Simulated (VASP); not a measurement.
# TiPt3: structure and properties in VASP

What structure does TiPt3 take at this level, and what are its properties? The steps: relaxing cell and atoms (r2SCAN), second relaxation, density, ELF and potential (r2SCAN), band structure (r2SCAN), total and projected DOS (r2SCAN), volume scan with r2SCAN, fit for r2SCAN and optical spectrum (r2SCAN). The start is a cell from a database of measured crystal structures.

Calculated with VASP 6.6.1; r2SCAN; plane waves and PAW (Ti_sv, Pt).

The database entry behind the starting cell is an old determination (1943), so it need not match the best structure at ambient conditions.

## 1. Set-up

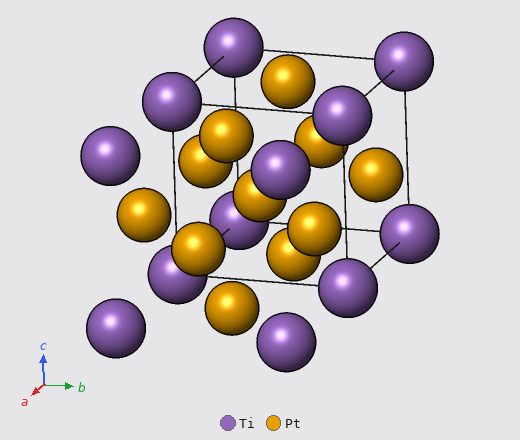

Start, viewed slightly off an axis; titanium purple, platinum orange. 2×1×1 cells are drawn. Some periodic images of atoms are drawn too.

## 2. Relaxing cell and atoms (r2SCAN)

Properties are meant for the cell that this level of theory prefers, so cell and atoms are relaxed first (ISIF = 3) until forces and stress are small; EDIFFG sets the threshold. r2SCAN adds the kinetic-energy density, costs more than a GGA and is run with LASPH.

INCAR reads:

```
SYSTEM = TiPt3
PREC = Accurate
ENCUT = 400
EDIFF = 1E-06
NELM = 100
ISMEAR = 1
SIGMA = 0.2
LREAL = .FALSE.
ALGO = Normal
METAGGA = R2SCAN
LASPH = .TRUE.
NBANDS = 27
LORBIT = 11
LWAVE = .FALSE.
LCHARG = .FALSE.
KPAR = 4
IBRION = 2
NSW = 60
ISIF = 3
EDIFFG = -0.01
```

POSCAR reads:

```
TiPt3
1.0
    3.8970000000      0.0000000000      0.0000000000
    0.0000000000      3.8970000000      0.0000000000
    0.0000000000      0.0000000000      3.8970000000
Ti Pt
1 3
Direct
    0.0000000000      0.0000000000      0.0000000000
    0.0000000000      0.5000000000      0.5000000000
    0.5000000000      0.0000000000      0.5000000000
    0.5000000000      0.5000000000      0.0000000000
```

KPOINTS reads:

```
Automatic mesh
0
Gamma
7 7 7
0 0 0
```

The projector-augmented-wave data sets are Ti_sv and Pt (PBE family, release 64).

The run is started by

```sh
$ mpirun -np 4 vasp_std
```

Output:

```text
[banner, memory and clock lines left out]
running    4 mpi-ranks, on    1 nodes
 distrk:  each k-point on    1 cores,    4 groups
 distr:  one band on    1 cores,    1 groups

 POSCAR found type information on POSCAR TiPt
 POSCAR found :  2 types and       4 ions
|                                                                             |
|               ----> ADVICE to this user running VASP <----                  |
|                                                                             |
|     You enforced a specific xc type in the INCAR file but a different       |
|     [... a line on the potential file left out ...]
|     I HOPE YOU KNOW WHAT YOU ARE DOING!                                     |
|                                                                             |

 LDA part: xc-table for (None), standard interpolation
 POSCAR, INCAR and KPOINTS ok, starting setup
 FFT: planning ... GRIDC
 FFT: planning ... GRID_SOFT
 FFT: planning ... GRID
 WAVECAR not read
 entering main loop
       N       E                     dE             d eps       ncg     rms          rms(c)
DAV:   1     0.194935489148E+03    0.19494E+03   -0.18350E+04  1080   0.143E+03
DAV:   2    -0.157786741180E+03   -0.35272E+03   -0.33893E+03  1163   0.391E+02
DAV:   3    -0.185224082924E+03   -0.27437E+02   -0.26238E+02  1453   0.104E+02
DAV:   4    -0.186085580026E+03   -0.86150E+00   -0.85807E+00  1404   0.178E+01
DAV:   5    -0.186109651485E+03   -0.24071E-01   -0.24064E-01  1412   0.284E+00    0.238E+01
DAV:   6    -0.171171560157E+03    0.14938E+02   -0.15650E+01  1298   0.395E+01    0.917E+00
DAV:   7    -0.171688343825E+03   -0.51678E+00   -0.71406E+00  1546   0.182E+01    0.891E+00
DAV:   8    -0.171088571853E+03    0.59977E+00   -0.21115E+00  1444   0.967E+00    0.348E+00
DAV:   9    -0.171113077892E+03   -0.24506E-01   -0.96281E-02  1279   0.248E+00    0.825E-01
DAV:  10    -0.171107967853E+03    0.51100E-02   -0.72463E-02  1433   0.204E+00    0.431E-01
DAV:  11    -0.171105748662E+03    0.22192E-02   -0.11975E-02  1533   0.647E-01    0.667E-02
DAV:  12    -0.171105783114E+03   -0.34452E-04   -0.49972E-04  1340   0.156E-01    0.494E-02
DAV:  13    -0.171105771101E+03    0.12014E-04   -0.21725E-04  1524   0.110E-01    0.225E-02
DAV:  14    -0.171105769233E+03    0.18674E-05   -0.51131E-05  1397   0.459E-02    0.842E-03
DAV:  15    -0.171105767601E+03    0.16326E-05   -0.45609E-06  1076   0.141E-02    0.202E-03
DAV:  16    -0.171105767448E+03    0.15290E-06   -0.48836E-07   652   0.591E-03
   1 F= -.17110577E+03 E0= -.17110961E+03  d E =-.171106E+03
 curvature:   0.00 expect dE= 0.000E+00 dE for cont linesearch  0.000E+00
 trial: gam= 0.00000 g(F)=  0.000E+00 g(S)=  0.157E+00 ort = 0.000E+00 (trialstep = 0.100E+01)
 search vector abs. value=  0.157E+00
 bond charge predicted
       N       E                     dE             d eps       ncg     rms          rms(c)
DAV:   1    -0.173248706628E+03   -0.21429E+01   -0.55113E+01  1136   0.673E+01    0.105E+01
DAV:   2    -0.171071440495E+03    0.21773E+01   -0.78074E+00  1148   0.210E+01    0.525E+00
DAV:   3    -0.171183646756E+03   -0.11221E+00   -0.26703E+00  1480   0.112E+01    0.347E+00
DAV:   4    -0.170956716533E+03    0.22693E+00   -0.90924E-01  1393   0.580E+00    0.198E+00
DAV:   5    -0.170982492821E+03   -0.25776E-01   -0.10168E-01  1665   0.136E+00    0.730E-01
DAV:   6    -0.170991459749E+03   -0.89669E-02   -0.22942E-02  1606   0.792E-01    0.415E-01
DAV:   7    -0.170991181172E+03    0.27858E-03   -0.80466E-03  1457   0.574E-01    0.695E-02
DAV:   8    -0.170991217608E+03   -0.36436E-04   -0.59880E-04  1465   0.153E-01    0.422E-02
DAV:   9    -0.170991204907E+03    0.12701E-04   -0.16776E-04  1439   0.787E-02    0.227E-02
DAV:  10    -0.170991201192E+03    0.37151E-05   -0.31619E-05  1465   0.309E-02    0.285E-03
DAV:  11    -0.170991201038E+03    0.15362E-06   -0.17866E-06   809   0.968E-03
   2 F= -.17099120E+03 E0= -.17099589E+03  d E =0.114566E+00
 trial-energy change:    0.114566  1 .order    0.105798   -0.156636    0.368232
 step:   0.2783(harm=  0.2984)  dis= 0.00000  next Energy=  -171.127374 (dE=-0.216E-01)
 bond charge predicted
       N       E                     dE             d eps       ncg     rms          rms(c)
DAV:   1    -0.172291584500E+03   -0.13004E+01   -0.28259E+01  1142   0.464E+01    0.794E+00
DAV:   2    -0.171264505543E+03    0.10271E+01   -0.44085E+00  1114   0.143E+01    0.394E+00
DAV:   3    -0.171332355697E+03   -0.67850E-01   -0.26255E+00  1532   0.103E+01    0.412E+00
DAV:   4    -0.171111676181E+03    0.22068E+00   -0.14302E+00  1420   0.639E+00    0.126E+00
DAV:   5    -0.171120322676E+03   -0.86465E-02   -0.10300E-01  1480   0.155E+00    0.506E-01
DAV:   6    -0.171124380982E+03   -0.40583E-02   -0.79234E-03  1328   0.507E-01    0.234E-01
DAV:   7    -0.171126655653E+03   -0.22747E-02   -0.56357E-03  1711   0.288E-01    0.676E-02
DAV:   8    -0.171126760343E+03   -0.10469E-03   -0.49576E-04  1272   0.115E-01    0.310E-02
DAV:   9    -0.171126761434E+03   -0.10909E-05   -0.48130E-05  1410   0.497E-02    0.714E-03
DAV:  10    -0.171126761964E+03   -0.52935E-06   -0.33447E-06  1001   0.118E-02
   3 F= -.17112676E+03 E0= -.17113082E+03  d E =-.209945E-01
 curvature:  -0.15 expect dE=-0.296E-05 dE for cont linesearch -0.296E-05
 trial: gam= 0.00000 g(F)=  0.472E-63 g(S)=  0.199E-04 ort =-0.176E-02 (trialstep = 0.856E+00)
 search vector abs. value=  0.199E-04
 reached required accuracy - stopping structural energy minimisation
```

Elapsed: 70 s, on 4 MPI ranks of AMD EPYC 7R43, shared host; peak memory 0.61 GiB.

Lines that name or quote the potential files are left out of all logs, and their timing lines are given in words.

OUTCAR, selected parts (step 2):

```text
ion  position               nearest neighbor table
   1  0.000  0.000  0.000-   2 2.76   3 2.76   4 2.76   2 2.76   3 2.76   2 2.76   4 2.76   2 2.76
                             3 2.76   4 2.76   3 2.76   4 2.76
   2  0.000  0.500  0.500-   1 2.76   3 2.76   4 2.76   1 2.76   4 2.76   1 2.76   3 2.76   1 2.76
                             3 2.76   4 2.76   4 2.76   3 2.76
   3  0.500  0.000  0.500-   1 2.76   2 2.76   4 2.76   1 2.76   4 2.76   2 2.76   4 2.76   4 2.76
                             1 2.76   2 2.76   1 2.76   2 2.76
   4  0.500  0.500  0.000-   1 2.76   2 2.76   3 2.76   2 2.76   3 2.76   1 2.76   3 2.76   3 2.76
                             1 2.76   2 2.76   2 2.76   1 2.76

  LATTYP: Found a simple cubic cell.
 ALAT       =     3.8970000000

 Subroutine GETGRP returns: Found 48 space group operations
 (whereof 48 operations were pure point group operations)

The static configuration has the point symmetry O_h .

 Found     20 irreducible k-points:

   k-points           NKPTS =     20   k-points in BZ     NKDIM =     20   number of bands    NBANDS=     27

   dimension x,y,z NGX =    28 NGY =   28 NGZ =   28
   dimension x,y,z NGXF=    56 NGYF=   56 NGZF=   56

   ENCUT  =  400.0 eV  29.40 Ry    5.42 a.u.   6.36  6.36  6.36*2*pi/ulx,y,z

   NELECT =      42.0000    total number of electrons

 k-points in reciprocal lattice and weights: Automatic mesh
   0.00000000  0.00000000  0.00000000       0.003
   0.14285714  0.00000000  0.00000000       0.017
   0.28571429  0.00000000  0.00000000       0.017
   0.42857143  0.00000000  0.00000000       0.017
   0.14285714  0.14285714  0.00000000       0.035
   0.28571429  0.14285714  0.00000000       0.070
   0.42857143  0.14285714  0.00000000       0.070
   0.28571429  0.28571429  0.00000000       0.035
   0.42857143  0.28571429  0.00000000       0.070
[...]
0.42857143  0.42857143  0.28571429       0.070
   0.42857143  0.42857143  0.42857143       0.023

 average (electrostatic) potential at core
       1 -75.6365       2 -68.5659       3 -68.5659       4 -68.5659

 E-fermi :  11.4332

 k-point     1 :       0.0000    0.0000    0.0000
  band No.  band energies     occupation
    ...
     16       9.6092      2.00000
     17      10.7856      2.00005
     18      11.4006      1.27155
     19      11.4006      1.27155
     20      11.4006      1.27155
     21      12.8346     -0.00000
     22      12.8346     -0.00000
     23      13.0053     -0.00000
     24      13.0053     -0.00000
     25      13.0053     -0.00000
    ...

 k-point     2 :       0.1429    0.0000    0.0000
  band No.  band energies     occupation
    ...
     16       9.6391      2.00000
     17      10.3779      2.00000
     18      10.3779      2.00000
     19      10.5381      2.00000
     20      11.4013      1.26637
     21      11.6481     -0.06245
     22      12.5180     -0.00000
     23      12.5180     -0.00000
     24      12.7132     -0.00000
     25      12.8382     -0.00000
    ...

 k-point     3 :       0.2857    0.0000    0.0000
  band No.  band energies     occupation
    ...
     17       9.0162      2.00000
     18       9.5751      2.00000
     19       9.6018      2.00000
     20       9.9585      2.00000
     21      11.4028      1.25366
     22      11.8312     -0.01650
     23      11.8312     -0.01650
     24      12.4025     -0.00000
     25      12.4508     -0.00000
     26      13.3722     -0.00000
    ...

  Total       -0.0234233     -0.0234233     -0.0234233      0.0000000      0.0000000      0.0000000
  in kB       -0.6210114     -0.6210114     -0.6210114      0.0000000      0.0000000      0.0000000
  external PRESSURE =      -0.6210114 kB  Pullay stress =       0.0000000 kB

  energy-cutoff  :      400.00
  volume of cell :       60.43
      direct lattice vectors                 reciprocal lattice vectors
     3.924215156  0.000000000 -0.000000000     0.254828026 -0.000000000 -0.000000000
     0.000000000  3.924215156 -0.000000000    -0.000000000  0.254828026 -0.000000000
     0.000000000  0.000000000  3.924215156     0.000000000  0.000000000  0.254828026

 POSITION                                       TOTAL-FORCE (eV/Angst)
 -----------------------------------------------------------------------------------
      0.00000      0.00000      0.00000        -0.000000     -0.000000      0.000000
      0.00000      1.96211      1.96211         0.000000     -0.000000      0.000000
      1.96211      0.00000      1.96211        -0.000000      0.000000      0.000000
      1.96211      1.96211     -0.00000        -0.000000     -0.000000      0.000000
 -----------------------------------------------------------------------------------
    total drift:                                0.000000      0.000000      0.000000

  FREE ENERGIE OF THE ION-ELECTRON SYSTEM (eV)
  ---------------------------------------------------
  free  energy   TOTEN  =      -171.1267619637 eV

  energy  without entropy=     -171.1389443170  energy(sigma->0) =     -171.13082275

 reached required accuracy - stopping structural energy minimisation

 total charge
# of ion       s       p       d       tot
------------------------------------------
    1        2.203   6.155   1.732  10.089
    2        0.694   0.655   8.067   9.415
    3        0.694   0.655   8.067   9.415
    4        0.694   0.655   8.067   9.415
--------------------------------------------------
tot          4.284   8.118  25.934  38.336

[... 3 further parts left out ...]
```

CONTCAR:

```
TiPt3
   1.00000000000000
     3.9242151557943825    0.0000000000000000   -0.0000000000000000
     0.0000000000000000    3.9242151557943825   -0.0000000000000000
     0.0000000000000000    0.0000000000000000    3.9242151557943825
  Ti              Pt
     1     3
Direct
     0.0000000000000000    0.0000000000000000    0.0000000000000000
     0.0000000000000000    0.5000000000000000    0.5000000000000000
     0.5000000000000000    0.0000000000000000    0.5000000000000000
     0.5000000000000000    0.5000000000000000    0.0000000000000000
```

The k-mesh is coarse for a metal. The PAW data sets were made with PBE, which is usual practice but a small mismatch for other functionals. The run keeps the 48 symmetry operations of its start, so it cannot find a distortion of lower symmetry.

The steps of the relaxation:

| step | energy less that of the first step (eV) | largest force (eV/Å) | pressure (GPa) | volume (Å³) |
| --- | --- | --- | --- | --- |
| 1 | 0.0000 | 0.0000 | 5.63 | 59.18 |
| 2 | 0.1146 | 0.0000 | -12.29 | 63.75 |
| 3 | -0.0210 | 0.0000 | -0.06 | 60.43 |

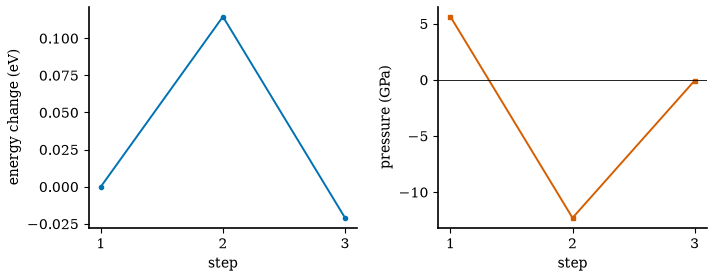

Energy and pressure along the relaxation.

| conventional cell, symmetrised | before | after | change |
| --- | --- | --- | --- |
| a (Å) | 3.897 | 3.924 | +0.7 % |
| b (Å) | 3.897 | 3.924 | +0.7 % |
| c (Å) | 3.897 | 3.924 | +0.7 % |
| volume (Å³/atom) | 14.80 | 15.11 | +2.1 % |

The relaxed structure:

```
Ti Pt
1.0
     3.92422    0.00000    0.00000
     0.00000    3.92422    0.00000
     0.00000    0.00000    3.92422
Ti Pt
1 3
Cartesian
  0.0000 0.0000 0.0000
  0.0000 1.9621 1.9621
  1.9621 0.0000 1.9621
  1.9621 1.9621 0.0000
```

This step gave:

| Quantity | Value |
| --- | --- |
| electrons | 42 |
| bands | 27 |
| irreducible k-points | 20 |
| symmetry operations | 48 |
| free energy (TOTEN) | -171.1268 eV |
| energy at zero smearing | -171.1308 eV |
| Fermi energy | 11.43 eV |
| pressure | -0.06210 GPa |
| metallic | yes |
| SCF cycles over all ionic steps | 37 |

It ends with forces that vanish by symmetry and a pressure of -0.06 GPa. The volume lies +2.1 % from that of the database's start.

(Continued in part 2 of 4.)

[Lines on the potential files, build, host, timing and source positions are cut from VASP's logs without a mark.]

[Logs are printed without paths, hosts, clocks, repeated set-up lines and the standing remarks that a program may print on its own settings, such as how far it seeks lower states.]

[Hosts, paths, dates, database ids (printed as entryN), source tags and the programs' standing remarks are cut or masked in the printed files.]

[A measured line is paired with the nearest computed mode of its activity, which favours agreement.]
